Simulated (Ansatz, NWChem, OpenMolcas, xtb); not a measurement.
## CsF (SMILES [F][Cs]): methods side by side

CsF has 2 atoms, charge 0, and is taken as a singlet. SMILES: `[F][Cs]`. The bond length is the measured one.

```csv
atom,x (Å),y (Å),z (Å)
F,0.0000,0.0000,0.0000
Cs,0.0000,0.0000,2.3454
```

Quantity: the vertical energy of the triplet above the singlet, in eV. The values are calculated.

```tsv
level	kind	program	value (eV)
GFN1-xTB	semi-empirical	xtb	5.45
SVWN5/def2-TZVPP (core potential)	LDA	Ansatz	5.79
M06-L/def2-TZVPP (core potential)	meta-GGA	OpenMolcas	5.91
r2SCAN/def2-TZVPP (core potential)	meta-GGA	NWChem	5.54
B3LYP/def2-TZVPP (core potential)	global hybrid	OpenMolcas	5.50
CAM-B3LYP/def2-TZVPP (core potential)	range-separated hybrid	Ansatz	5.62
B2PLYP/def2-TZVPP (core potential)	double hybrid	Ansatz	5.59
RPA@PBE/def2-TZVPP (core potential)	RPA	Ansatz	5.21
MP3/def2-TZVPP (core potential)	perturbation theory	NWChem	5.38
CCSD/def2-TZVPP (core potential)	coupled cluster or CI	NWChem	5.40
```

Spin-orbit coupling, which can split open shells on such heavy atoms by tenths of an eV, is left out. The values span 5.21 to 5.91 eV. The xTB rows lack spin polarisation, so open shells miss the exchange term that lowers them. A triplet this far above the singlet is often a Rydberg-like or dissociative state; sets without diffuse functions put Rydberg states too high.

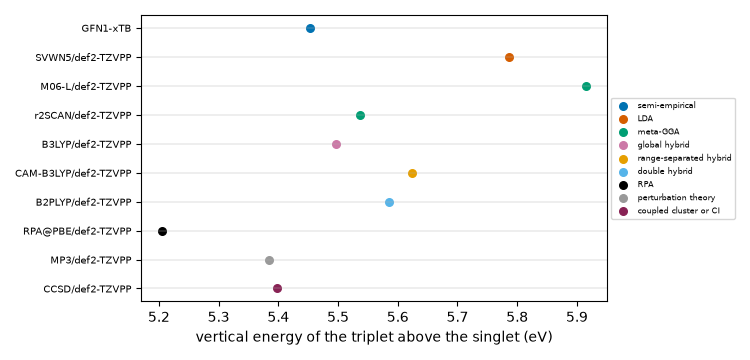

The values of the table, level by level.
